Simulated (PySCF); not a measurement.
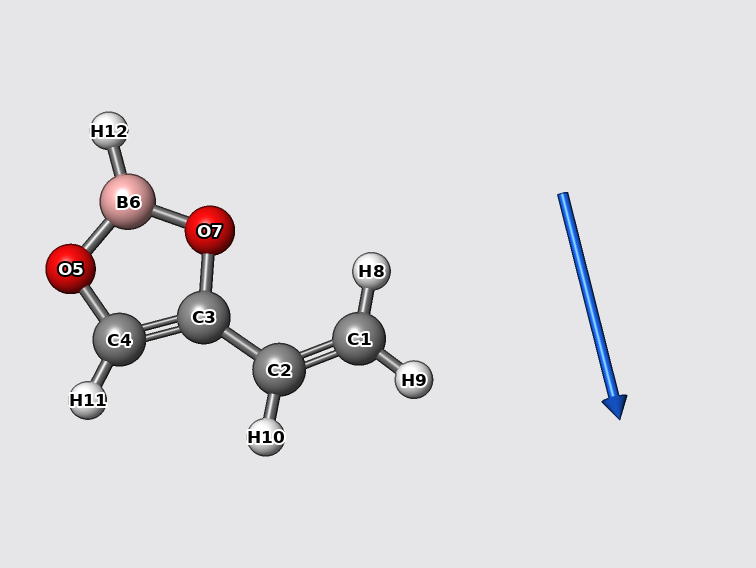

The arrow beside the molecule shows the direction of the dipole moment, from the negative to the positive end (its length means nothing). Computed geometry: GFN2-xTB optimisation. No frequency run is at hand to confirm it as a minimum. Method: PBE0/pcSseg-1, gas phase (PySCF 2.14.0).

How large is the dipole moment?

1.51 D; it points from the side of H12 to the side of H10 (the outermost atoms at the two ends).

The geometry is semi-empirical. Around B such bond lengths and angles can be off by a tenth of an ångström or more and by several degrees, and values that hang on the shape move with them.
